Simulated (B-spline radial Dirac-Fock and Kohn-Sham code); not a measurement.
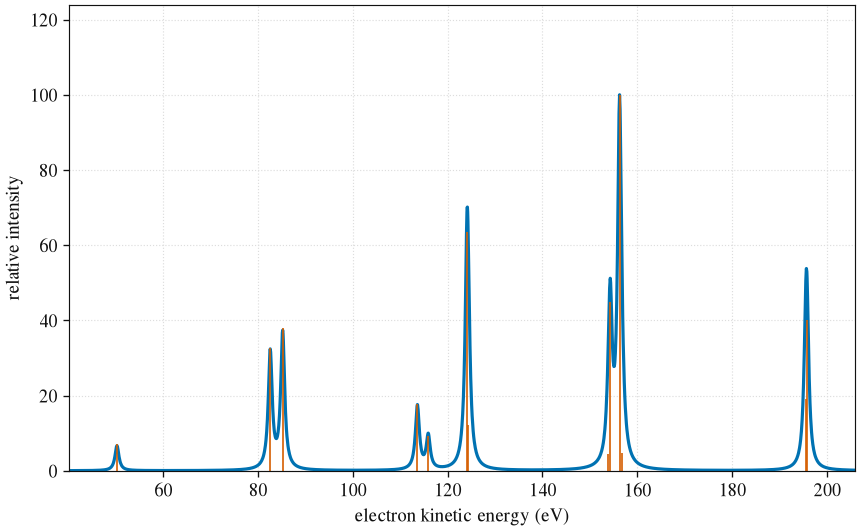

Auger groups that fill an M4 (3d3/2) hole, broadened by 1.0 eV full width. Kinetic energies count from the vacuum level; very weak lines are left out. It refers to Mo²⁺, configuration [Kr] 4d4. Level of theory: independent-particle Coulomb rates on relativistic LDA orbitals, configuration-average energies from Dirac–Fock; calculated with a B-spline radial atomic code.

**How wide is the M4 level from this decay?**

The non-radiative width is 0.136 eV.

**Which group is strongest?**

M4-N3N4 at 156.3 eV, 25 % of the non-radiative width.
